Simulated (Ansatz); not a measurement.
```yaml
crystal:
  periodic: [false, false, false]
  atoms:
    - {symbol: Si, position_ang: [-1.558930, 0.634493, -1.046126]}
    - {symbol: O, position_ang: [-0.660918, -0.766820, -0.430322]}
    - {symbol: Si, position_ang: [0.493812, -0.694272, 0.386007]}
    - {symbol: H, position_ang: [-0.366554, 1.358674, -1.731169]}
    - {symbol: H, position_ang: [-1.426869, 1.526670, 0.222433]}
    - {symbol: H, position_ang: [1.190086, -1.960479, 0.807182]}
    - {symbol: H, position_ang: [0.255973, -0.064936, 1.724751]}
    - {symbol: H, position_ang: [1.636441, 0.048935, -0.235712]}
basis:
  gaussian: {orbitals: "def2-TZVPPD.json"}
total_charge: -1
hamiltonian: {xc: pbe, dispersion: d4}
```

Geometry: moved along internal coordinates away from the minimum.

Work out the structure from the coordinates.

Formula H₅OSi₂⁻. Its SMILES string is `[SiH2-]O[SiH3]`. It has no ring. Among its groups: Si–H bond, Si–O bond. Coordination: 1 Si trigonal pyramidal; 1 O bent; 1 Si tetrahedral.

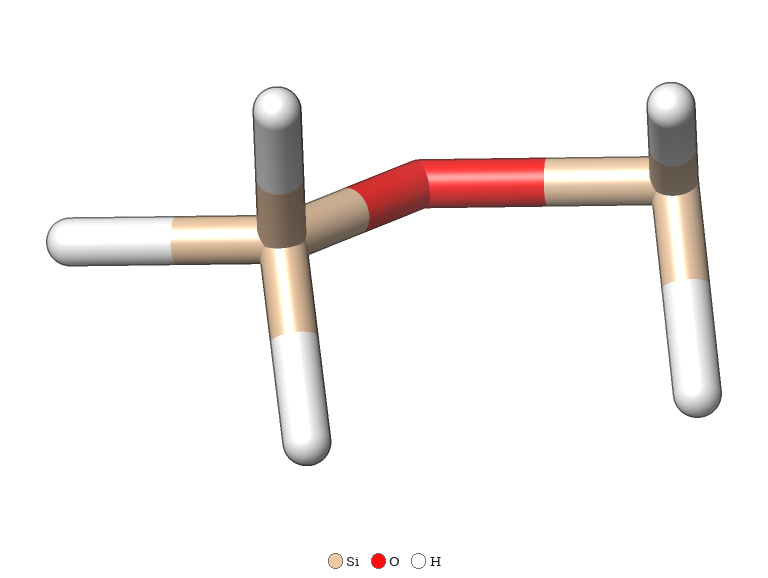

Source: calculation with Ansatz.
